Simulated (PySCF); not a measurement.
C5H12OSi, SMILES CC(C)/C=C\O[SiH3], singlet at its GFN2-xTB optimised geometry (Å):

```
19

C      1.5207    -2.2282    -0.9132
C      1.0768    -1.3486     0.2571
C      1.5259    -1.9616     1.5851
C      1.6506     0.0296     0.1099
C      0.9332     1.1386     0.0000
O     -0.4185     1.1386     0.0000
Si    -1.5149     2.3354     0.0000
H      2.6055    -2.3124    -0.9334
H      1.1904    -1.8007    -1.8571
H      1.0987    -3.2262    -0.8182
H     -0.0141    -1.2706     0.2510
H      1.1032    -2.9567     1.7051
H      1.2001    -1.3438     2.4188
H      2.6108    -2.0409     1.6178
H      2.7272     0.1071     0.0961
H      1.4044     2.1097    -0.1013
H     -2.7272     1.5382    -0.0809
H     -1.3190     3.2262    -1.1470
H     -1.4133     3.1322     1.2259
```

Method: PBE0/def2-SVP (PySCF).

Map of the HOMO amplitude (bohr^(-3/2)) on the plane z = 1.0 Å; orbital energy -6.47 eV, overall sign arbitrary:

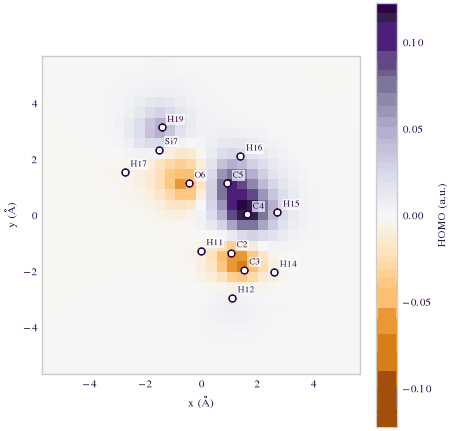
*HOMO amplitude (bohr^(-3/2)) on the plane z = 1.0 Å.*
